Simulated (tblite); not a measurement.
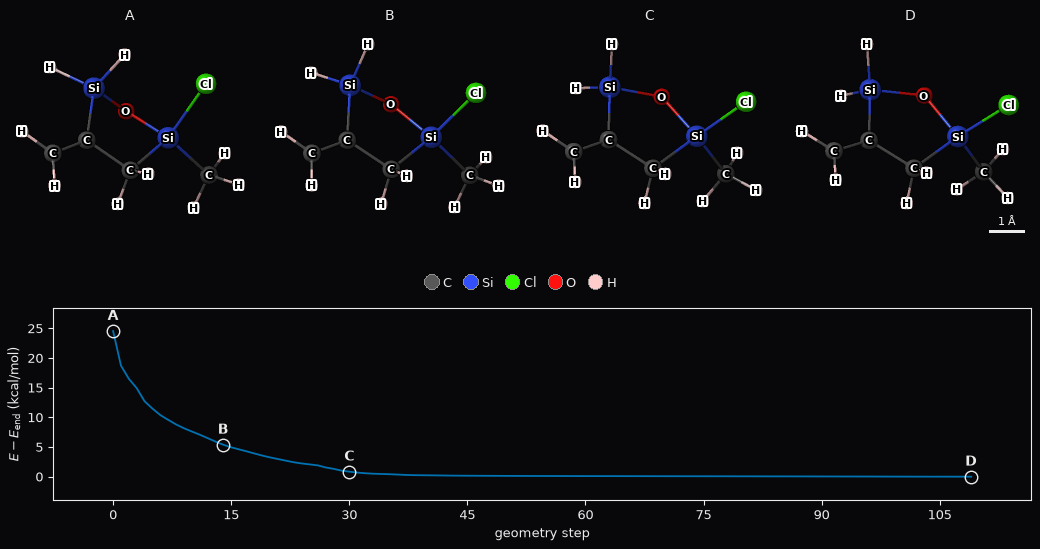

Frames of a relaxation of C4H9ClOSi2, marked on the history of the run. A ball-and-stick model, seen at a tilt.

Computed with GFN2-xTB geometry optimisation, gas phase in tblite 0.8.0. 

Describe the path.

Answer. An H atom moves most after the best rigid fit: 1.24 Å. By element the largest moves are H 1.24 Å, Cl 0.99 Å, O 0.94 Å, Si 0.40 Å, C 0.27 Å. Among the contacts that change: Cl–Si 3.261 → 4.152 Å, O–Si 1.719 → 1.634 Å, Cl–Si 2.095 → 2.016 Å, C–Si 1.831 → 1.892 Å. Bond angles that change, for instance: Si–O–Si 97.2° → 120.4°, O–Si–H 113.6° → 105.5°, H–C–H 112.9° → 106.0°. Groups turn about O–Si by about 50°, O–Si by about 45°, C–Si by about 40°. After 109 geometry steps the energy has fallen by 24.6 kcal/mol. From step 0 to 14: an H atom moves most (0.57 Å), energy −19.2 kcal/mol. From step 14 to 30: an H atom moves most (0.58 Å), energy −4.54 kcal/mol. From step 30 to 109: an H atom moves most (0.45 Å), energy −0.85 kcal/mol.
